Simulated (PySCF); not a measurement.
# Run report: C₄H₉ (charge +1), saddle-point search

- system: C₄H₉, charge +1, SMILES C[C+](C)C
- method: B3LYP-D3(BJ)/def2-SVP saddle search from the GFN2-xTB point and Hessian, gas phase (PySCF 2.14.0)

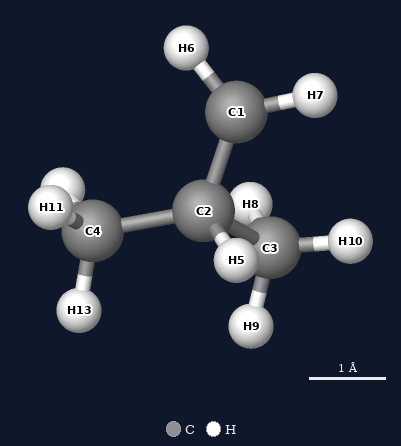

Fig. 1: The structure as given in the input (ball-and-stick view, seen at a tilt; atoms are numbered from 1 in the order of the input). Bond lengths as drawn: C–C 1.40 to 1.60 Å and C–H 1.08 to 1.11 Å.

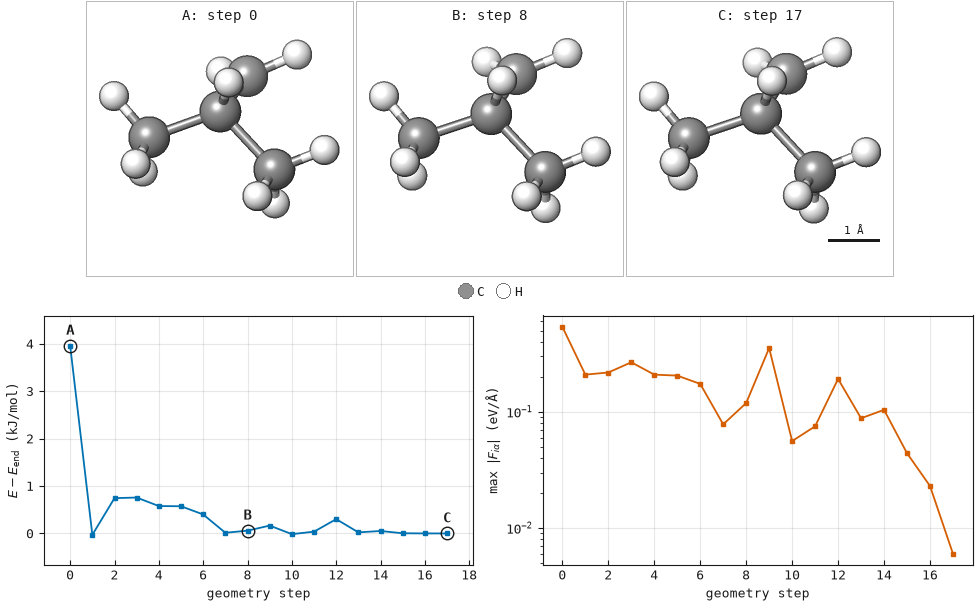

Fig. 2: Frames of the saddle-point search (ball-and-stick view, seen at a tilt) above the curves, on which the letters mark them (steps are counted from 0).

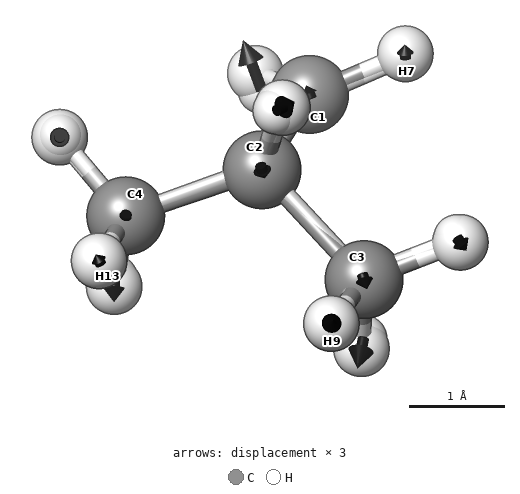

Fig. 3: Start (faint) and end (solid) with the displacements as black arrows, magnified 3 times (ball-and-stick view, seen at a tilt). The two geometries are laid on each other by the best rigid fit. After 17 geometry steps the energy has fallen by 3.96 kJ/mol. The largest force component goes from 0.54 to 0.006 eV/Å. The atom that moves furthest after the best rigid fit is H6 (0.19 Å). Largest moves by element: H 0.19 Å, C 0.06 Å. Among the contacts that change: C2–H5 1.106 → 1.128 Å, C1–H7 1.083 → 1.100 Å, C1–H6 1.086 → 1.102 Å, C2–C3 1.599 → 1.614 Å. Among the angles that change: C1–C2–H5 109.3° → 101.2°, C1–C2–C3 103.3° → 108.3°, C4–C2–H5 111.3° → 113.6°. (Atoms are counted from 1 in the order of the input.)

The input that produced these results follows, with the program's output.

The input:
```
{"job": {"xc": "B3LYP", "basis": "def2-SVP", "kind": "refine"}, "charge": 1, "multiplicity": 1}
C     -0.718575     1.248477     0.349558
C      0.263963     0.272043     0.139423
C      0.007037    -0.190099    -1.369254
C      0.377211    -0.881127     1.105396
H      1.242339     0.765371    -0.013520
H     -1.479055     1.149623     1.118495
H     -0.793397     2.117932    -0.292468
H     -0.958065    -0.683453    -1.430718
H      0.795330    -0.901060    -1.603313
H      0.045394     0.634259    -2.074923
H      0.591154    -0.523993     2.111070
H     -0.548495    -1.451943     1.151801
H      1.175158    -1.556031     0.808454
```

The first line tells a small driver script what to run in PySCF; the rest is the geometry in Å.

Launched with:
```bash
OMP_NUM_THREADS=1 python <driver script> task.json out
```

What the program printed:
```
step      E/eV     max force
  0     -4282.85519   0.6882
  1     -4282.89652   0.2235
  2     -4282.88850   0.2612
  3     -4282.88837   0.3314
  4     -4282.89023   0.2635
  5     -4282.89027   0.2392
  6     -4282.89207   0.1903
  7     -4282.89607   0.0847
  8     -4282.89561   0.1343
  9     -4282.89450   0.3761
 10     -4282.89637   0.0631
 11     -4282.89583   0.1017
 12     -4282.89309   0.2455
 13     -4282.89598   0.0916
 14     -4282.89568   0.1127
 15     -4282.89618   0.0494
 16     -4282.89621   0.0269
 17     -4282.89622   0.0070
```

Trajectory as extended XYZ (Å, eV, eV/Å), 18 frames, from step=0 to step=17:
```
13
Properties=species:S:1:pos:R:3:forces:R:3 step=0 energy=-4282.85519
C    -0.7186    1.2485    0.3496    0.1790  -0.0980  -0.0120
C     0.2640    0.2720    0.1394    0.5390  -0.3100   0.2950
C     0.0070   -0.1901   -1.3693   -0.4910   0.0630  -0.3230
C     0.3772   -0.8811    1.1054   -0.1560   0.0970   0.1750
H     1.2423    0.7654   -0.0135    0.1680   0.4000  -0.0980
H    -1.4791    1.1496    1.1185   -0.4710  -0.1100   0.3220
H    -0.7934    2.1179   -0.2925    0.0810   0.5000  -0.2920
H    -0.9581   -0.6835   -1.4307   -0.3410  -0.2460  -0.0970
H     0.7953   -0.9011   -1.6033    0.3690  -0.2650   0.0920
H     0.0454    0.6343   -2.0749    0.0400   0.3360  -0.2670
H     0.5912   -0.5240    2.1111    0.1440   0.1250   0.3750
H    -0.5485   -1.4519    1.1518   -0.3710  -0.2590  -0.0370
H     1.1752   -1.5560    0.8085    0.3100  -0.2340  -0.1320
13
Properties=species:S:1:pos:R:3:forces:R:3 step=1 energy=-4282.89652
C    -0.7074    1.2771    0.3830   -0.0480  -0.0930  -0.1220
C     0.2334    0.2591    0.1281    0.2090   0.0280   0.0740
C     0.0125   -0.2221   -1.3984   -0.1650  -0.0090  -0.1400
C     0.3594   -0.8901    1.1070   -0.0390  -0.0480   0.0780
H     1.1926    0.8120   -0.0452    0.0280   0.0590   0.0350
H    -1.4532    1.2150    1.1882   -0.0530  -0.0140   0.0670
H    -0.7503    2.1687   -0.2541    0.0420   0.0930  -0.0360
H    -0.9302   -0.7761   -1.4562   -0.0640  -0.0490  -0.0070
H     0.8569   -0.8901   -1.6128    0.0260   0.0190   0.0520
H     0.0065    0.6151   -2.1037    0.0200   0.0680  -0.0800
H     0.5514   -0.5253    2.1229    0.0480   0.0190   0.1080
H    -0.5577   -1.4947    1.1256   -0.0770  -0.0390  -0.0140
H     1.1860   -1.5487    0.8157    0.0730  -0.0340  -0.0140
13
Properties=species:S:1:pos:R:3:forces:R:3 step=2 energy=-4282.88850
C    -0.6924    1.2917    0.3833    0.0350   0.0250   0.1700
C     0.2249    0.2513    0.1205   -0.0790  -0.0780   0.0310
C     0.0082   -0.2338   -1.4110   -0.0420  -0.0700  -0.1410
C     0.3431   -0.8985    1.1090   -0.0490  -0.0500   0.0220
H     1.1848    0.8087   -0.0403    0.0510   0.0800  -0.0060
H    -1.4030    1.2769    1.2305    0.0480  -0.0540  -0.1370
H    -0.7138    2.1861   -0.2542   -0.0280  -0.0010  -0.0560
H    -0.8964   -0.8680   -1.4361    0.2050   0.1610  -0.0170
H     0.9071   -0.8288   -1.6511   -0.2180   0.1070   0.0360
H    -0.0862    0.6109   -2.1152    0.0300  -0.1720   0.1160
H     0.4800   -0.5343    2.1392    0.0090  -0.0210  -0.0580
H    -0.5612   -1.5308    1.0760    0.0830   0.0480   0.0210
H     1.2051   -1.5314    0.8494   -0.0450   0.0260   0.0200
13
Properties=species:S:1:pos:R:3:forces:R:3 step=3 energy=-4282.88837
C    -0.6917    1.2906    0.3944   -0.0350  -0.0780   0.0470
C     0.2210    0.2487    0.1171   -0.0470  -0.0080   0.0250
C    -0.0022   -0.2321   -1.4129   -0.0120   0.0930   0.1430
C     0.3573   -0.8966    1.1087   -0.0530  -0.2260   0.0700
H     1.1777    0.8159   -0.0504    0.0180   0.0490   0.0090
H    -1.3879    1.2771    1.2542    0.1020  -0.0120  -0.1180
H    -0.7402    2.1686   -0.2639   -0.0090   0.0360  -0.0120
H    -0.9436   -0.7842   -1.4628   -0.1390  -0.0850  -0.0040
H     0.8391   -0.8970   -1.6244    0.1240  -0.1030  -0.0230
H    -0.0073    0.6002   -2.1227    0.0090   0.1160  -0.0610
H     0.4348   -0.5258    2.1483    0.0050  -0.1060  -0.2150
H    -0.5199   -1.5748    1.0347    0.2670   0.1860   0.0630
H     1.2630   -1.4907    0.8796   -0.2300   0.1370   0.0750
13
Properties=species:S:1:pos:R:3:forces:R:3 step=4 energy=-4282.89023
C    -0.7201    1.2766    0.3957   -0.0660   0.0120   0.1600
C     0.2013    0.2455    0.1143    0.0130  -0.1120   0.0040
C     0.0171   -0.2295   -1.4200   -0.0190  -0.0290  -0.0270
C     0.3595   -0.8951    1.1092   -0.0090   0.1400  -0.1110
H     1.1517    0.8319   -0.0416   -0.0140   0.0650   0.0310
H    -1.3952    1.2669    1.2762    0.1600  -0.0120  -0.2090
H    -0.7931    2.1481   -0.2704   -0.0170   0.0060  -0.0090
H    -0.9537   -0.7407   -1.5112    0.1260   0.0370  -0.0070
H     0.8417   -0.9390   -1.5985   -0.1250   0.1080   0.0110
H     0.0825    0.6115   -2.1280   -0.0250  -0.0980   0.0760
H     0.5319   -0.5239    2.1245    0.0220   0.0810   0.1500
H    -0.5340   -1.5281    1.1187   -0.1710  -0.1140  -0.0150
H     1.2103   -1.5241    0.8310    0.1250  -0.0850  -0.0550
13
Properties=species:S:1:pos:R:3:forces:R:3 step=5 energy=-4282.89027
C    -0.7178    1.2765    0.3904    0.0200  -0.1320  -0.1750
C     0.2058    0.2423    0.1186   -0.0160   0.0930  -0.0300
C     0.0307   -0.2269   -1.4179   -0.0180   0.0730   0.1600
C     0.3480   -0.8969    1.1126    0.0320  -0.1740   0.1460
H     1.1535    0.8399   -0.0184    0.0070  -0.0100  -0.0020
H    -1.4152    1.2513    1.2395   -0.0220   0.0240   0.1080
H    -0.7819    2.1497   -0.2736    0.0220   0.0310   0.0060
H    -0.9000   -0.7951   -1.4976   -0.1220  -0.0750   0.0060
H     0.8867   -0.8737   -1.6262    0.1270  -0.0850  -0.0010
H     0.0252    0.6156   -2.1146   -0.0080   0.1300  -0.0900
H     0.6097   -0.5197    2.1198   -0.0720  -0.1000  -0.2050
H    -0.5922   -1.4786    1.1831    0.1950   0.1130  -0.0120
H     1.1476   -1.5845    0.7843   -0.1430   0.1120   0.0900
13
Properties=species:S:1:pos:R:3:forces:R:3 step=6 energy=-4282.89207
C    -0.7039    1.2811    0.3829   -0.0530   0.0560   0.1740
C     0.2152    0.2447    0.1183   -0.0050  -0.0980   0.0060
C     0.0260   -0.2277   -1.4143    0.0200  -0.0270  -0.0690
C     0.3397   -0.9012    1.1124   -0.0140   0.1060  -0.1260
H     1.1698    0.8269   -0.0245   -0.0060   0.0250   0.0070
H    -1.3982    1.2715    1.2449    0.0880  -0.0130  -0.1460
H    -0.7497    2.1594   -0.2763   -0.0250   0.0030  -0.0100
H    -0.8738   -0.8592   -1.4595    0.0690   0.0570  -0.0080
H     0.9225   -0.8192   -1.6538   -0.1060   0.0460   0.0190
H    -0.0621    0.6197   -2.1116    0.0210  -0.0870   0.0600
H     0.5568   -0.5347    2.1213    0.0300   0.0610   0.1350
H    -0.5901   -1.4829    1.1449   -0.1050  -0.0760   0.0030
H     1.1478   -1.5784    0.8153    0.0860  -0.0540  -0.0440
13
Properties=species:S:1:pos:R:3:forces:R:3 step=7 energy=-4282.89607
C    -0.7084    1.2817    0.3927   -0.0040  -0.0520  -0.0400
C     0.2063    0.2424    0.1149   -0.0220   0.0040  -0.0230
C     0.0182   -0.2299   -1.4159   -0.0010   0.0330   0.0780
C     0.3517   -0.8984    1.1091    0.0010   0.0310  -0.0200
H     1.1557    0.8366   -0.0298   -0.0040   0.0060   0.0120
H    -1.3890    1.2708    1.2595    0.0290   0.0150   0.0110
H    -0.7736    2.1537   -0.2738    0.0030   0.0040   0.0040
H    -0.9239   -0.7849   -1.4893   -0.0450  -0.0300   0.0010
H     0.8647   -0.8943   -1.6219    0.0520  -0.0340  -0.0070
H     0.0242    0.6108   -2.1191   -0.0030   0.0500  -0.0320
H     0.5297   -0.5259    2.1268    0.0050   0.0200   0.0400
H    -0.5529   -1.5234    1.1186   -0.0450  -0.0250  -0.0080
H     1.1971   -1.5391    0.8281    0.0350  -0.0230  -0.0140
13
Properties=species:S:1:pos:R:3:forces:R:3 step=8 energy=-4282.89561
C    -0.7134    1.2744    0.3875   -0.0120   0.0610   0.1190
C     0.2066    0.2408    0.1139   -0.0240  -0.0280  -0.0330
C     0.0147   -0.2269   -1.4141    0.0400  -0.0380  -0.0530
C     0.3565   -0.8980    1.1097    0.0040  -0.0090  -0.0030
H     1.1535    0.8410   -0.0258   -0.0120   0.0010   0.0030
H    -1.3835    1.2692    1.2648    0.0320   0.0000  -0.0610
H    -0.7846    2.1449   -0.2807   -0.0110  -0.0150  -0.0110
H    -0.9428   -0.7598   -1.5002    0.0560   0.0230   0.0090
H     0.8488   -0.9160   -1.6108   -0.0510   0.0440  -0.0070
H     0.0519    0.6160   -2.1192   -0.0120  -0.0500   0.0360
H     0.5298   -0.5222    2.1286   -0.0070  -0.0030  -0.0020
H    -0.5458   -1.5297    1.1158    0.0090   0.0070  -0.0010
H     1.2084   -1.5337    0.8305   -0.0090   0.0050   0.0050
13
Properties=species:S:1:pos:R:3:forces:R:3 step=9 energy=-4282.89450
C    -0.7162    1.2798    0.3882   -0.0700   0.1060   0.3540
C     0.1946    0.2392    0.1118   -0.0490  -0.1210  -0.0990
C     0.0346   -0.2328   -1.4199    0.0550  -0.0280   0.0080
C     0.3385   -0.9000    1.1090    0.0040  -0.0230  -0.0060
H     1.1444    0.8392   -0.0224   -0.0410   0.0410   0.0280
H    -1.3781    1.2879    1.2814    0.1810  -0.0190  -0.2720
H    -0.7763    2.1553   -0.2738   -0.0450  -0.0230  -0.0450
H    -0.8806   -0.8376   -1.4913    0.0430   0.0300   0.0070
H     0.9170   -0.8515   -1.6366   -0.0710   0.0350   0.0030
H    -0.0091    0.6132   -2.1201   -0.0010  -0.0290   0.0280
H     0.5736   -0.5264    2.1169   -0.0180  -0.0070  -0.0180
H    -0.5905   -1.4907    1.1596    0.0300   0.0160  -0.0040
H     1.1481   -1.5755    0.7972   -0.0170   0.0220   0.0160
13
Properties=species:S:1:pos:R:3:forces:R:3 step=10 energy=-4282.89637
C    -0.7066    1.2796    0.3884    0.0170  -0.0030  -0.0340
C     0.2093    0.2413    0.1146   -0.0240   0.0230  -0.0130
C     0.0165   -0.2279   -1.4128    0.0300  -0.0170  -0.0170
C     0.3512   -0.8992    1.1091    0.0050   0.0040   0.0030
H     1.1579    0.8390   -0.0242   -0.0030  -0.0110   0.0000
H    -1.3856    1.2694    1.2540   -0.0250   0.0150   0.0560
H    -0.7710    2.1521   -0.2781    0.0030  -0.0090   0.0030
H    -0.9233   -0.7908   -1.4841    0.0080   0.0070   0.0040
H     0.8681   -0.8878   -1.6233   -0.0070   0.0050  -0.0110
H     0.0143    0.6149   -2.1167   -0.0020  -0.0070   0.0070
H     0.5296   -0.5260    2.1277   -0.0010   0.0020   0.0070
H    -0.5565   -1.5220    1.1172   -0.0070  -0.0040  -0.0030
H     1.1960   -1.5426    0.8283    0.0060  -0.0040  -0.0020
13
Properties=species:S:1:pos:R:3:forces:R:3 step=11 energy=-4282.89583
C    -0.7055    1.2780    0.3830    0.0100   0.0680   0.0750
C     0.2162    0.2442    0.1174    0.0040  -0.0090  -0.0130
C     0.0135   -0.2269   -1.4107    0.0150  -0.0260  -0.0440
C     0.3512   -0.8989    1.1099    0.0020  -0.0070   0.0080
H     1.1671    0.8338   -0.0257   -0.0030  -0.0110  -0.0070
H    -1.3955    1.2643    1.2419   -0.0220  -0.0120  -0.0110
H    -0.7577    2.1581   -0.2741   -0.0100  -0.0170  -0.0170
H    -0.9205   -0.8008   -1.4729    0.0140   0.0150   0.0010
H     0.8715   -0.8767   -1.6283   -0.0150   0.0090  -0.0020
H    -0.0045    0.6161   -2.1144    0.0020  -0.0150   0.0100
H     0.5257   -0.5277    2.1302   -0.0010  -0.0020  -0.0040
H    -0.5581   -1.5201    1.1125    0.0070   0.0040   0.0010
H     1.1965   -1.5434    0.8313   -0.0040   0.0030   0.0020
13
Properties=species:S:1:pos:R:3:forces:R:3 step=12 energy=-4282.89309
C    -0.6923    1.2913    0.3933   -0.0350  -0.1490  -0.1920
C     0.2171    0.2453    0.1184    0.0250   0.0350   0.0780
C     0.0143   -0.2297   -1.4135   -0.0670   0.0550   0.0150
C     0.3457   -0.8995    1.1111   -0.0090  -0.0200  -0.0020
H     1.1764    0.8153   -0.0352    0.0070   0.0360   0.0090
H    -1.4007    1.2714    1.2368    0.0470   0.0280   0.0390
H    -0.7386    2.1648   -0.2730    0.0110   0.0350   0.0500
H    -0.9026   -0.8326   -1.4524    0.0200   0.0070  -0.0260
H     0.8907   -0.8467   -1.6504   -0.0160   0.0020   0.0200
H    -0.0509    0.6159   -2.1126    0.0180  -0.0410   0.0220
H     0.5022   -0.5307    2.1358    0.0020  -0.0030  -0.0240
H    -0.5603   -1.5258    1.0978    0.0140   0.0040   0.0090
H     1.1990   -1.5389    0.8437   -0.0170   0.0100   0.0010
13
Properties=species:S:1:pos:R:3:forces:R:3 step=13 energy=-4282.89598
C    -0.7062    1.2778    0.3866    0.0080  -0.0240  -0.0880
C     0.2171    0.2448    0.1179    0.0200   0.0280   0.0470
C     0.0129   -0.2251   -1.4109   -0.0160  -0.0010  -0.0390
C     0.3551   -0.8979    1.1108   -0.0050  -0.0070  -0.0030
H     1.1680    0.8326   -0.0263    0.0110  -0.0040  -0.0110
H    -1.4029    1.2563    1.2374   -0.0340   0.0100   0.0600
H    -0.7653    2.1521   -0.2778    0.0080   0.0070   0.0200
H    -0.9311   -0.7817   -1.4778    0.0220   0.0080  -0.0050
H     0.8607   -0.8903   -1.6224   -0.0140   0.0130   0.0020
H     0.0140    0.6188   -2.1145    0.0010  -0.0300   0.0160
H     0.5325   -0.5263    2.1305   -0.0010   0.0010  -0.0020
H    -0.5544   -1.5186    1.1161    0.0030  -0.0030   0.0030
H     1.1995   -1.5426    0.8305   -0.0020   0.0010   0.0010
13
Properties=species:S:1:pos:R:3:forces:R:3 step=14 energy=-4282.89568
C    -0.7121    1.2753    0.3869   -0.0110   0.0420   0.1040
C     0.2121    0.2444    0.1171    0.0060  -0.0270  -0.0310
C     0.0133   -0.2269   -1.4139   -0.0100   0.0010   0.0010
C     0.3570   -0.8972    1.1102    0.0040  -0.0130   0.0190
H     1.1617    0.8346   -0.0313   -0.0090   0.0050   0.0060
H    -1.3973    1.2620    1.2525    0.0320  -0.0150  -0.0670
H    -0.7744    2.1517   -0.2737   -0.0070  -0.0030  -0.0220
H    -0.9405   -0.7638   -1.4912    0.0050  -0.0060  -0.0010
H     0.8487   -0.9099   -1.6150    0.0040   0.0050   0.0050
H     0.0405    0.6145   -2.1184   -0.0070   0.0000   0.0010
H     0.5275   -0.5232    2.1308   -0.0050  -0.0090  -0.0180
H    -0.5460   -1.5280    1.1132    0.0120   0.0110  -0.0030
H     1.2094   -1.5335    0.8327   -0.0150   0.0100   0.0050
13
Properties=species:S:1:pos:R:3:forces:R:3 step=15 energy=-4282.89618
C    -0.7074    1.2780    0.3859   -0.0080   0.0210   0.0440
C     0.2149    0.2447    0.1178    0.0100  -0.0130  -0.0050
C     0.0144   -0.2267   -1.4125   -0.0110   0.0020  -0.0020
C     0.3531   -0.8982    1.1105    0.0010  -0.0060   0.0070
H     1.1663    0.8318   -0.0287   -0.0020   0.0030  -0.0010
H    -1.3994    1.2624    1.2442    0.0120  -0.0070  -0.0260
H    -0.7638    2.1550   -0.2746   -0.0040   0.0000  -0.0080
H    -0.9258   -0.7884   -1.4785   -0.0020  -0.0040  -0.0040
H     0.8653   -0.8863   -1.6255    0.0070  -0.0030   0.0040
H     0.0098    0.6163   -2.1155    0.0000   0.0010  -0.0020
H     0.5294   -0.5262    2.1304   -0.0020  -0.0030  -0.0070
H    -0.5555   -1.5204    1.1156    0.0040   0.0020   0.0000
H     1.1986   -1.5420    0.8308   -0.0050   0.0040   0.0020
13
Properties=species:S:1:pos:R:3:forces:R:3 step=16 energy=-4282.89621
C    -0.7055    1.2801    0.3880    0.0050  -0.0130  -0.0230
C     0.2151    0.2450    0.1175   -0.0030   0.0090   0.0030
C     0.0129   -0.2274   -1.4125    0.0040  -0.0020   0.0050
C     0.3532   -0.8981    1.1099    0.0010  -0.0030   0.0030
H     1.1662    0.8324   -0.0301    0.0010  -0.0030   0.0000
H    -1.3973    1.2627    1.2449   -0.0080   0.0030   0.0150
H    -0.7630    2.1566   -0.2733    0.0020   0.0020   0.0030
H    -0.9278   -0.7886   -1.4785   -0.0030  -0.0010   0.0020
H     0.8635   -0.8882   -1.6234    0.0000   0.0000  -0.0010
H     0.0098    0.6144   -2.1166    0.0000   0.0060  -0.0040
H     0.5226   -0.5266    2.1310    0.0000  -0.0020  -0.0040
H    -0.5526   -1.5243    1.1095    0.0040   0.0030   0.0000
H     1.2028   -1.5378    0.8336   -0.0030   0.0010   0.0010
13
Properties=species:S:1:pos:R:3:forces:R:3 step=17 energy=-4282.89622
C    -0.7056    1.2797    0.3875   -0.0020   0.0030   0.0060
C     0.2148    0.2448    0.1174    0.0000  -0.0030  -0.0010
C     0.0131   -0.2274   -1.4126   -0.0020   0.0020   0.0010
C     0.3531   -0.8982    1.1101    0.0000  -0.0010   0.0000
H     1.1663    0.8318   -0.0301    0.0000   0.0020   0.0000
H    -1.3964    1.2638    1.2460    0.0030  -0.0010  -0.0050
H    -0.7630    2.1562   -0.2739   -0.0010  -0.0010   0.0000
H    -0.9273   -0.7891   -1.4782   -0.0010  -0.0010   0.0000
H     0.8638   -0.8876   -1.6244    0.0030  -0.0010   0.0000
H     0.0090    0.6148   -2.1165    0.0000   0.0010   0.0000
H     0.5217   -0.5267    2.1312    0.0000   0.0000  -0.0010
H    -0.5524   -1.5247    1.1091    0.0010   0.0010   0.0010
H     1.2030   -1.5375    0.8344   -0.0010   0.0000   0.0000
```

Summary:

```json
{"quantity": "outcome", "value": "converged"}
{"quantity": "total energy", "value": "−157.393534 hartree"}
{"quantity": "hardware", "value": "1 CPU thread, shared host"}
{"quantity": "wall time", "value": "2.6 min"}
{"quantity": "peak memory", "value": "0.52 GiB"}
```
